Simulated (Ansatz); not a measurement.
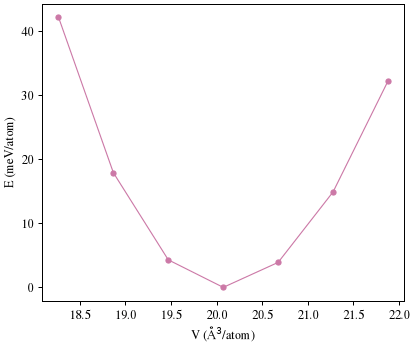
Sc₃Al (Cu3Au type, Pm-3m) under volume change, LDA in the plane-wave PAW code Ansatz, scaled uniformly.

Q: What does a third-order Birch–Murnaghan fit give for V₀, B₀ and B′?

A: V₀ = 20.07 Å³/atom, B₀ = 72.3 GPa, B′ = 3.5.

The first step of the workflow began from a Materials Project structure, measured or hypothetical; the Crystallography Open Database copy checked does not list it. Whether it is the stable phase at ambient conditions was not checked. Symmetry was held in the LDA relaxation; whether a distortion lowers the energy is not shown. The run is not spin-polarised.

Potentials: the later of the program's two PAW sets.
